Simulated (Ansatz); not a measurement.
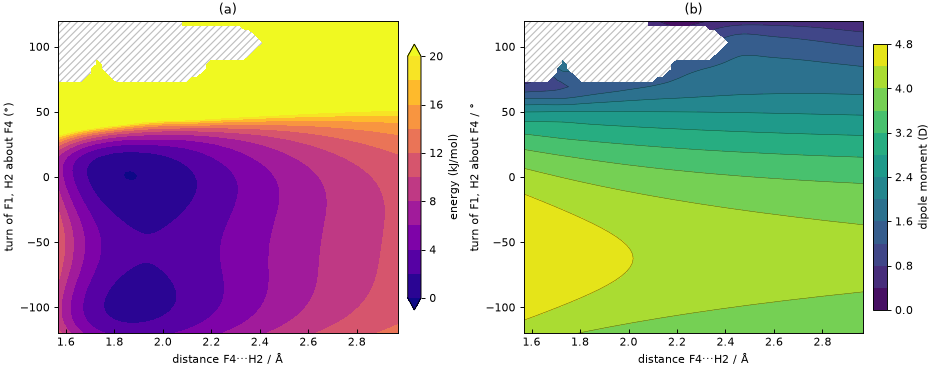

The pair FH···CH₃F. The turn is about an axis along (−0.59, 0.81, −0.00) in the frame of the relaxed pair, normal to the line between the partners. Coordinates scanned: (1) distance F4···H2; (2) turn of F1, H2 about F4. The scan uses a 15 × 15 grid. At 24 points there is no value (left out of the scan, as a rule where atoms come close). Energies are in kJ/mol, from the lowest grid point. Theory: RHF/def2-TZVPD (Ansatz).

Panel (a) is the energy; panel (b) is the computed dipole moment, in D.

The picture shows filled contours, one colour for all values above the top of the scale, hatched blanks where no value was computed. Between grid points the surface is interpolated.

> How does the dipole moment vary over the map, and what is it at the lowest grid point?

Leaving out the highest fifth of the energies, it runs from 1.89 D at distance F4···H2 = 2.968 Å, turn of F1, H2 about F4 = 68.6° to 4.79 D at distance F4···H2 = 1.568 Å, turn of F1, H2 about F4 = −68.6°. At the lowest grid point, distance F4···H2 = 1.899 Å, turn of F1, H2 about F4 = 0.0°, it is 3.86 D.
